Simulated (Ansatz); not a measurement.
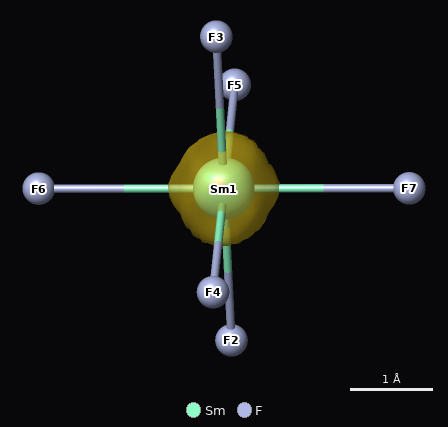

F6Sm (charge −3, sextet). Isosurfaces of the spin density (α minus β) at +0.8 (yellow) and −0.8 e/Å³ (cyan), seen from one side.

Geometry: PBE0-D4/def2-SVP; the highest occupied orbital lies above zero, a sign that basis and functional describe the outermost electron poorly.

Theory: UKS PBE0-D4/def2-TZVP (Ansatz 0.2.0).

```xyz
7

Sm    0.0004   -0.0005    0.0002
F    -0.0234   -0.0037    2.2689
F     0.0228    0.0043   -2.2681
F     2.2690    0.0116    0.0170
F    -2.2680   -0.0102   -0.0174
F    -0.0092    2.2879    0.0024
F     0.0085   -2.2893   -0.0029
```

Question: Where is the unpaired spin?

Answer: The unpaired spin (5 electrons) lies mostly on Sm1 (about 5.0), in electrons by Hirshfeld's partition. Only one sign reaches the isovalue.
